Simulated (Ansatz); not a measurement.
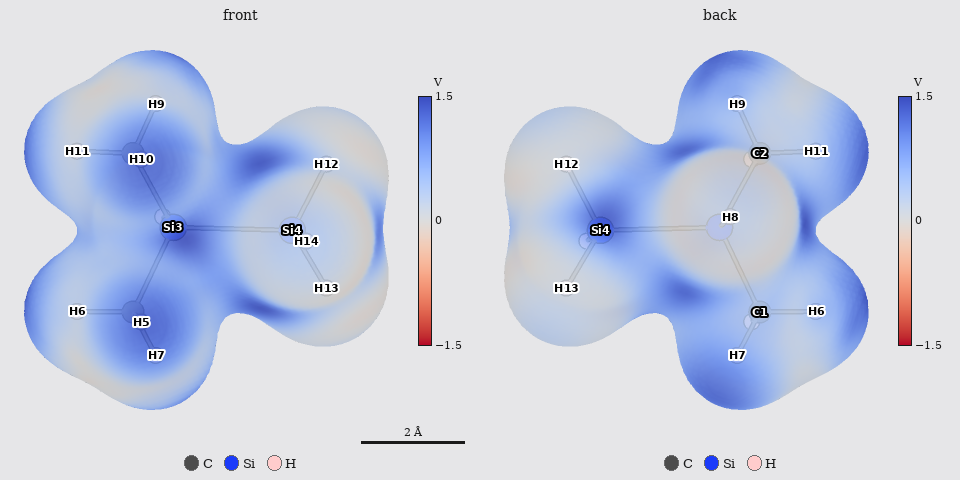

Figure 1: C2H10Si2 (SMILES C[SiH](C)[SiH3]). The electrostatic potential painted on the density surface at 0.004 e/bohr³, seen from the front and from behind; red is negative and blue positive.

Geometry: PBE-D3(BJ)/def2-SVP.

All numbers below come from isolated molecule in a Gaussian basis; Kohn-Sham density functional theory, functional PBE0 in Ansatz 0.2.0.

Input

```
basis:
  gaussian:
    orbitals: def2-TZVPD
crystal:
  periodic: [false, false, false]
  atoms:
    - {symbol: C, position_ang: [-1.591654, -0.787855, 0.260362]}
    - {symbol: C, position_ang: [-0.517998, -0.584721, -2.666318]}
    - {symbol: Si, position_ang: [-0.316048, -1.438194, -0.984144]}
    - {symbol: Si, position_ang: [1.861467, -1.074948, -0.160137]}
    - {symbol: H, position_ang: [-1.460143, 0.300957, 0.425366]}
    - {symbol: H, position_ang: [-2.622807, -0.957160, -0.112684]}
    - {symbol: H, position_ang: [-1.492711, -1.297788, 1.239642]}
    - {symbol: H, position_ang: [-0.506498, -2.926898, -1.157360]}
    - {symbol: H, position_ang: [0.210807, -0.975667, -3.404434]}
    - {symbol: H, position_ang: [-0.359723, 0.509082, -2.573710]}
    - {symbol: H, position_ang: [-1.538291, -0.751760, -3.069065]}
    - {symbol: H, position_ang: [2.907733, -1.591260, -1.115588]}
    - {symbol: H, position_ang: [2.069706, -1.753134, 1.170590]}
    - {symbol: H, position_ang: [2.106774, 0.401733, 0.034345]}
hamiltonian:
  xc: pbe0
output:
  forces: true
  orbitals: {seedname: orbitals}
```

Launched as:

```sh
ansatz run input.yaml --threads 2 --pin off --max-ram 4350MiB --events-out events.jsonl --progress --plain --runs-dir runs
```

Describe the electrostatic potential map.

Answer. The most negative region (about −0.1 V) lies over the C and H atoms, the most positive (about +1.4 V, or +32 kcal/mol for a unit charge) over Si3, Si4 and H6.

What dipole moment does the calculation give?

Answer. Its dipole moment is 1.14 D.
